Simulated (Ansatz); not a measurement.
# One shape, several levels: GeH2 (SMILES [GeH2])

We compute a comparison of 6 runs (HF/STO-3G, PBE/STO-3G, UB3LYP/STO-3G, MP2/STO-3G, UMP2/STO-3G, CCSDT/STO-3G) of GeH2. 

The calculation is run with Ansatz 0.2.0.

41 further runs of the same task are left out: 7 that didn't finish, 34 set aside as unsound or not needed.

## (1) The system as given

The species is GeH2 (3 atoms), meant as a singlet with charge 0. SMILES: `[GeH2]`. The H3–Ge1 distance was set to 3.189 Å, away from the relaxed value. At this shape a bond of the SMILES string is far longer than usual.

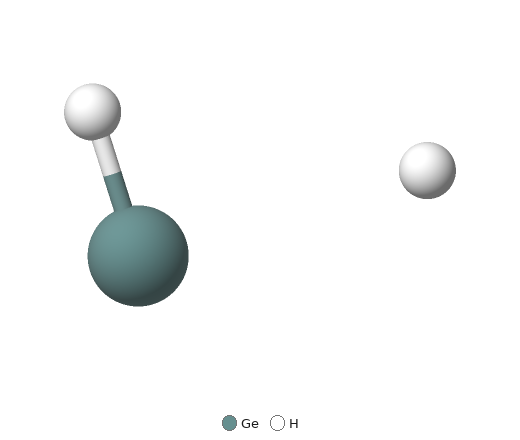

Viewed from a chosen angle; germanium teal, hydrogen white.

## (2) A single-point energy at HF/STO-3G (run 1)

The input, molecule.yaml:

```yaml
crystal:
  periodic: [false, false, false]
  atoms:
    - {symbol: Ge, position_ang: [-0.927306, 1.958928, -0.282100]}
    - {symbol: H, position_ang: [0.425794, 2.297428, 0.490600]}
    - {symbol: H, position_ang: [-0.212900, -1.148700, -0.245300]}
basis:
  gaussian: {orbitals: STO-3G}
accuracy: high
hamiltonian: {xc: hf}
```

Command:

```sh
$ ansatz run molecule.yaml --threads 1 --pin off --max-ram 2610MiB --events-out events.jsonl --progress --plain --runs-dir runs
```

The log of the run:

```text
Warning: RAYON_NUM_THREADS=1 ignored (pool sized by the plan → 1); use --threads N
Functional definition: HF
  name "HF"
  exchange = exact_x
  correlation = 0
228 factors; integrals over basis functions are off by at most 5.6e-8 eV
mean field evaluation 1: about -55848.8901 eV, gradient 1.1e1 eV
mean field evaluation 2: about -55848.9025 eV, gradient 1.1e1 eV
mean field evaluation 4: about -55852.5939 eV, gradient 2.7e0 eV
mean field evaluation 8: about -55852.6535 eV, gradient 4.8e-2 eV
mean field evaluation 16: about -55849.5604 eV, gradient 7.8e-1 eV
mean field -55852.65350800 eV, -2052.5471581306 hartree, gradient 3.4e-8 eV, S^2 0.000000; 0 other end points of the search recorded, 0 dependent functions left out
reference -55852.65350800 eV, -2052.5471581306 hartree; 17, 17 occupied and 3, 3 virtual orbitals, 228 factors
Total energy: -55852.65350800 eV, -2052.5471581306 hartree
```

Wall time 0.16 s (1 thread of AMD EPYC 7R43 (Zen 3), shared host).

## (3) The energy at PBE/STO-3G (run 2)

molecule.yaml, as its differences from that of step 2:

```diff
@@ -7,4 +7,6 @@
 basis:
-  gaussian: {orbitals: STO-3G}
+  gaussian:
+    orbitals: STO-3G
+hamiltonian:
+  xc: pbe
 accuracy: high
-hamiltonian: {xc: hf}
```

Command:

```sh
$ ansatz run molecule.yaml --threads 1 --pin off --max-ram 2610MiB --events-out events.jsonl --progress --plain --runs-dir runs
```

The log of the run (excerpt; [...] marks lines left out):

```text
Warning: RAYON_NUM_THREADS=1 ignored (pool sized by the plan → 1); use --threads N
Functional definition: PBE
  name "PBE"
[...]
228 factors; integrals over basis functions are off by at most 5.6e-8 eV
[...]
mean field -55879.78423173 eV, -2053.5441938378 hartree, gradient 1.5e-8 eV, S^2 0.000000; 12 other end points of the search recorded, 0 dependent functions left out
reference -55879.78423348 eV, -2053.5441939021 hartree; 17, 17 occupied and 3, 3 virtual orbitals, 228 factors
Total energy: -55879.78423348 eV, -2053.5441939021 hartree
```

Wall time 2.2 s (1 thread of AMD EPYC 7R43 (Zen 3), shared host); peak memory 0.098 GiB.

## (4) A single-point energy at UB3LYP/STO-3G (run 3)

The input, job.yaml:

```yaml
crystal:
  periodic: [false, false, false]
  atoms:
    - {symbol: Ge, position_ang: [-0.927306, 1.958928, -0.282100]}
    - {symbol: H, position_ang: [0.425794, 2.297428, 0.490600]}
    - {symbol: H, position_ang: [-0.212900, -1.148700, -0.245300]}
basis:
  gaussian:
    orbitals: STO-3G
magnetization:
  spin_polarized: true
hamiltonian:
  xc: {name: B3LYP}
accuracy: high
```

Command:

```sh
$ ansatz run job.yaml --threads 1 --pin off --max-ram 2610MiB --events-out events.jsonl --progress --plain --runs-dir runs
```

The log of the run (excerpt; [...] marks lines left out):

```text
Warning: RAYON_NUM_THREADS=1 ignored (pool sized by the plan → 1); use --threads N
Functional definition: B3LYP
  name "B3LYP"
[...]
228 factors; integrals over basis functions are off by at most 5.6e-8 eV
[...]
mean field -55890.94520955 eV, -2053.9543522078 hartree, gradient 2.7e-8 eV, S^2 1.007353; 11 other end points of the search recorded, 0 dependent functions left out
reference -55890.94523582 eV, -2053.9543531730 hartree; 17, 17 occupied and 3, 3 virtual orbitals, 228 factors
Total energy: -55890.94523582 eV, -2053.9543531730 hartree
```

Wall time 6.9 s (1 thread of AMD EPYC 7R43 (Zen 3), shared host); peak memory 0.12 GiB.

Runs 4 to 5 aren't shown in full; the table further down has their settings and results.

## (5) The energy at CCSDT/STO-3G (run 6)

The input, in.yaml:

```yaml
crystal:
  periodic: [false, false, false]
  atoms:
    - {symbol: Ge, position_ang: [-0.927306, 1.958928, -0.282100]}
    - {symbol: H, position_ang: [0.425794, 2.297428, 0.490600]}
    - {symbol: H, position_ang: [-0.212900, -1.148700, -0.245300]}
basis:
  gaussian: {orbitals: STO-3G}
correlation: {method: ccsdt, frozen_orbitals: {Ge: 9, H: 0}}
accuracy: high
scf: {omitted_lower_state_checks: [cluster_reference, increment]}
```

Command:

```sh
$ ansatz run in.yaml --threads 1 --pin off --max-ram 2610MiB --events-out events.jsonl --progress --plain --runs-dir runs
```

The log of the run:

```text
Warning: RAYON_NUM_THREADS=1 ignored (pool sized by the plan → 1); use --threads N
[... 14 lines left out ...]
9 core orbitals not correlated: weight in the atoms' cores, before any rotation towards them, 1.000 or more for the frozen orbitals, at most 0.000 for the correlated occupied ones
[... 39 lines left out ...]
WARN: these amplitudes may be one of several solutions (largest doubles amplitude 0.77, level shift 9.46 eV)
Total energy: -55857.56616257 eV, -2052.7276948564 hartree
Checks for a lower state left out: cluster_reference, increment
```

It took 0.62 s on 1 thread of AMD EPYC 7R43 (Zen 3), shared host.

## (6) The series

```
run          level  frozen core orbitals   energy (Eh)  wall time
  1      HF/STO-3G                     –  -2052.547158     0.16 s
  2     PBE/STO-3G                     –  -2053.544194      2.2 s
  3  UB3LYP/STO-3G                     –  -2053.954353      6.9 s
  4     MP2/STO-3G                     9  -2052.653088     0.36 s
  5    UMP2/STO-3G                     9  -2052.710328     0.73 s
  6   CCSDT/STO-3G                     9  -2052.727695     0.62 s
```

## (7) Summary of results

| quantity | value |
| --- | --- |
| run 6: total energy | -2052.72769 Eh |
| run 6: correlation energy (9 core orbitals frozen) | -180.5 mEh |
| run 6: T1 diagnostic | 0.048 |

In words: Below the HF energy at the same shape and in the same basis (STO-3G): MP2 -105.9 mEh; UMP2 -163.2 mEh; CCSDT -180.5 mEh. Some of these start from another determinant than that one, so these aren't their correlation energies. Totals of different functionals can't be ranked against each other. In runs 4, 6 the log says that unrestricted orbitals would lower the reference, so the values rest on an unstable closed-shell determinant (other closed-shell runs at this shape may share the fault). In runs 1, 2, 3, 4, 5, 6 the basis is minimal, so the values are rough. In runs 1, 2, 4 a closed-shell determinant meets a far-stretched bond, which it describes badly. Spin contamination of the reference: run 3 ⟨S²⟩ = 1.01, run 5 ⟨S²⟩ = 0.98. Where it is this large, the reference is a mixture of spin states, and values that rest on it are in doubt. All runs together took 11 s, the longest 6.9 s.
